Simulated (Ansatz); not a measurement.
# Thickness series in InSe

Start from InSe (space group P-6m2, No. 187; a = 4.019 Å, c = 16.838 Å; a cell from a computed database, its experimental status unchecked; layered, stacked along the Cartesian z axis).

Free-standing slabs (4 atom(s) a layer) normal to the stacking axis with 15 Å of vacuum; in-plane cell relaxed.

Level of theory: r2SCAN+rVV10 (Ansatz, a first-principles code), no SOC, earlier PAW set.

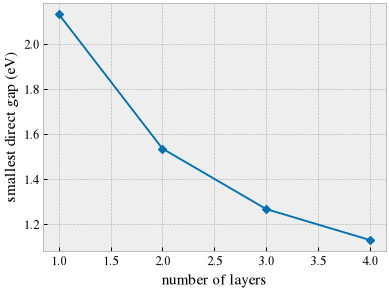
Figure. Smallest direct gap against number of layers

```csv
number of layers,smallest direct gap
1,2.13 eV
2,1.54 eV
3,1.27 eV
4,1.13 eV
```

Stability against distortions was not tested.
